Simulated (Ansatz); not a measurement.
# FGeH2 (charge -1): relaxed scan of one distance from a Python script

Aim: a relaxed scan of one distance, for FGeH2 (charge -1), run from a script.

Computed with Ansatz 0.2.0 through its Python package. Level of theory: B3LYP/def2-SVP.

**1. The system**

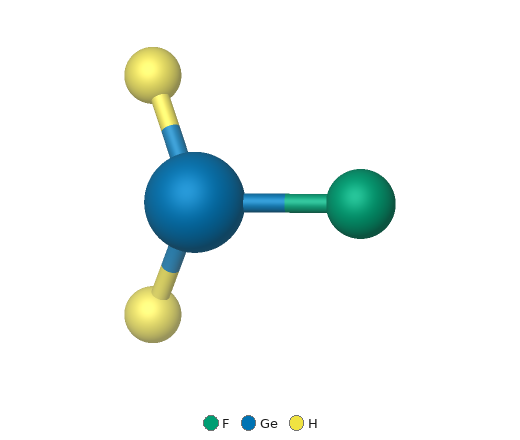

The starting structure, viewed from a chosen angle; fluorine teal, germanium blue, hydrogen yellow.

No structure file is read: the coordinates are typed or built in the script.

**2. The script**

run_relaxed_scan.py reads:

```python
"""One bond of FGeH2(-) held at set lengths while the rest relaxes."""

import ansatz
import numpy as np

geometry_ang = [
    ("F", (1.6122, -0.0304, -0.1235)),
    ("Ge", (-0.0629, -0.0007, 0.4027)),
    ("H", (-0.799, -1.2498, -0.1457)),
    ("H", (-0.7503, 1.281, -0.1335)),
]
system = ansatz.Crystal.molecule()
for symbol, xyz in geometry_ang:
    system = system.atom(symbol, xyz)

base = system.calculation()
base = base.basis(gaussian="def2-SVP").functional("B3LYP")
base = base.charge(-1)
symbols = [site.symbol for site in system.cartesian_sites]
pairs = [(0, 1), (1, 2), (1, 3)]
print("held (A)   E (eV)        ", "  ".join(f"{symbols[i]}{i}-{symbols[j]}{j}" for i, j in pairs))
for length in [1.62, 1.76, 1.9, 2.11, 2.37]:
    report = base.relax(constraints=[ansatz.DistanceConstraint((0, 1), at=length)], force_tolerance=0.02, max_steps=60).run(threads=1, backend="cpu").report
    xyz = np.array(report["positions_ang"])
    print(f"{length:6.2f} {report['free_energy_ev']:14.5f}  ", "  ".join(f"{np.linalg.norm(xyz[i] - xyz[j]):.3f}" for i, j in pairs))
```

**3. Launch**

Launch:

```
python run_relaxed_scan.py
```

The log of the run:

```text
held (A)   E (eV)         F0-Ge1  Ge1-H2  Ge1-H3
DeckWarning: relax.constraints: the input's atoms, or those drawn, lie off the distances that are held; a relaxation that starts there is brought onto them ahead of its first SCF, by positions alone, an atom by 6.80e-2 Å at the most. With the symmetry [...]
  1.62   -59260.08268   1.620  1.663  1.663
  1.76   -59260.67680   1.760  1.652  1.652
  1.90   -59260.72827   1.900  1.644  1.644
  2.11   -59260.37499   2.110  1.636  1.636
  2.37   -59259.75065   2.370  1.629  1.629
```

(Warnings from the package without file and line, shortened, repeats left out.)

Run time: 35 s. Hardware: 1 thread of Arm Neoverse V1, shared host; peak memory 0.18 GiB.

Lines on the test bed's own set-up are left out of the output.

**4. What each run gave**

The 5 runs, in the order started:

```
run  distance (Å)  energy from run 3 (eV)  SCF cycles in all  CPU time (s)
  1          1.62                  0.6456                 53           7.3
  2          1.76                  0.0515                 54           7.4
  3          1.90                  0.0000                 51           6.2
  4          2.11                  0.3533                 50           6.2
  5          2.37                  0.9776                 54           7.2
```

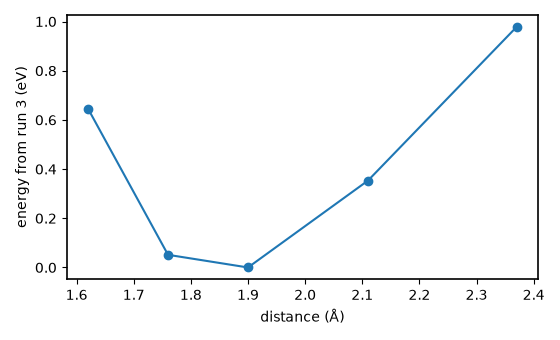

Energy against distance; lines join the points.

**5. Path of the relaxation of run 1**

Relaxation path:

```csv
step,energy from step 1 (eV),largest force component (eV/Å)
1,0.0000,4.0007
2,-0.7125,0.9876
3,-0.7693,0.3716
4,-0.7751,0.0322
5,-0.7753,0.0090
```

Step 1 is the start.

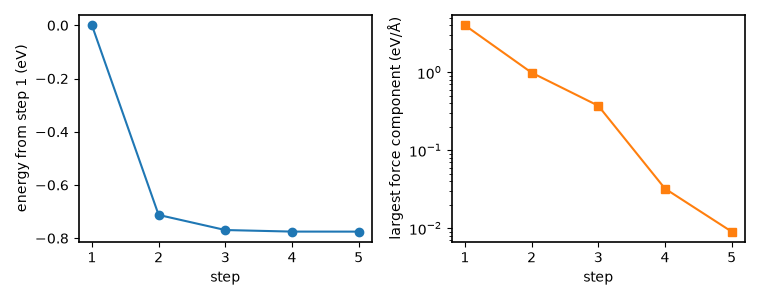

Energy and largest force along the relaxation.

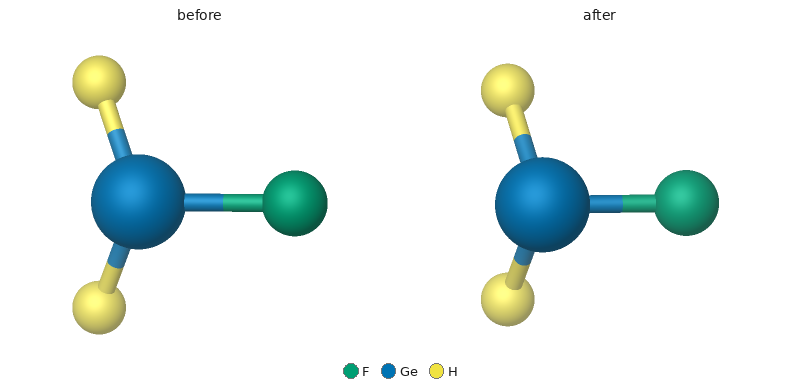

Before and after, at one scale.

Before: Bond lengths: F1–Ge2 1.756 Å, Ge2–H3 1.550 Å, Ge2–H4 1.550 Å. Angles: F1–Ge2–H3 109.5°, F1–Ge2–H4 109.5°, H3–Ge2–H4 109.5°.

After: Bond lengths: F1–Ge2 1.620 Å, Ge2–H3 1.663 Å, Ge2–H4 1.663 Å. Angles: F1–Ge2–H3 98.4°, F1–Ge2–H4 98.4°, H3–Ge2–H4 89.8°.

**6. How the relaxation of run 5 went**

Step by step:

```csv
step,energy from step 1 (eV),largest force component (eV/Å)
1,0.0000,4.2890
2,-0.7199,1.0046
3,-0.7828,0.3630
4,-0.7913,0.0303
5,-0.7915,0.0045
```

Step 1 is the start.

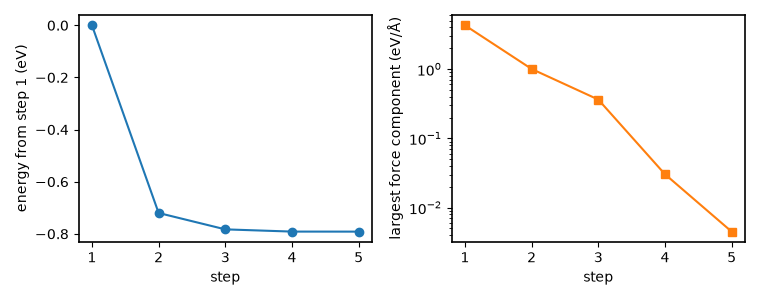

Energy and largest force along the relaxation.

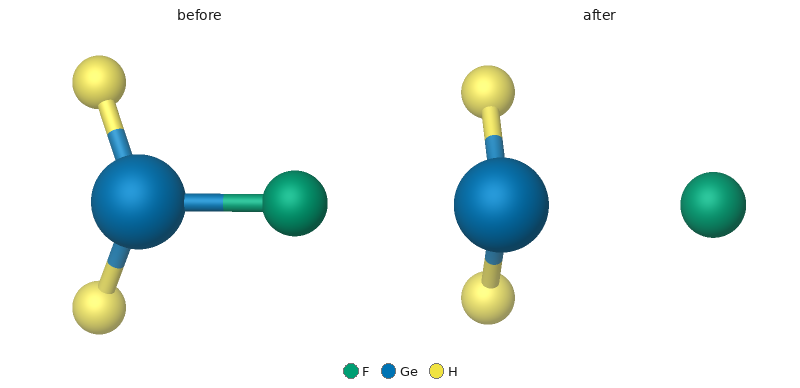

The structure before (left) and after (right) the relaxation, drawn at the same scale.

Before: Bond lengths: F1–Ge2 1.756 Å, Ge2–H3 1.550 Å, Ge2–H4 1.550 Å. Angles: F1–Ge2–H3 109.5°, F1–Ge2–H4 109.5°, H3–Ge2–H4 109.5°.

After: Bond lengths: Ge2–H3 1.629 Å, Ge2–H4 1.629 Å. Angles: H3–Ge2–H4 90.3°.

**7. Summary of results**

| quantity | value |
| --- | --- |
| runs compared | 5 |
| range of energy | 0.978 eV |
| lowest point, distance (Å) | 1.90 |

The lowest point, at 1.90, lies inside the range. The ends stand 0.646 and 0.978 eV above it. The distance scanned is the script's pair 0, 1. Run 1: After 4 moves the largest shift is 0.263 Å, of atom 2 (Ge). Run 5: After 4 moves the largest shift is 0.378 Å, of atom 2 (Ge). The energies are electronic: no zero-point or thermal terms, and the basis set is short of its limit. b3lyp holds the VWN-RPA fit, as in Gaussian; the form of ORCA and Turbomole is b3lyp5. Anions want diffuse functions, which this basis lacks.
